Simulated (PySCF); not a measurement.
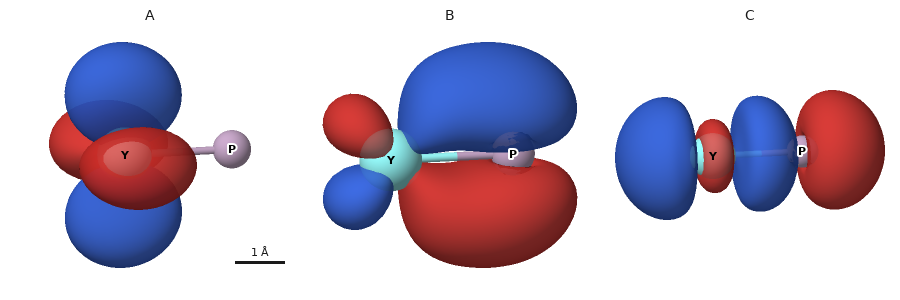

Figure. YP. Three frontier orbitals, each drawn at the value that holds 80 % of its norm (blue and red are the two phases), in no order; of a degenerate pair one member is drawn.

Core potentials replace the inner electrons of Y.

Method: PBE0/def2-TZVPP, non-relativistic Hamiltonian with scalar-relativistic core potentials where named, at a bond length of 2.297 Å (PySCF 2.14.0).

Label each orbital by symmetry, say whether it is occupied, and order them by energy.

Answer. Orbital C: σ, occupied, −5.06 eV; shared between the atoms (Y 45 %, P 55 %).
Orbital B: π, occupied, −4.95 eV; bonding, with no node between the atoms.
Orbital A: δ, empty, −1.19 eV; almost wholly on Y.
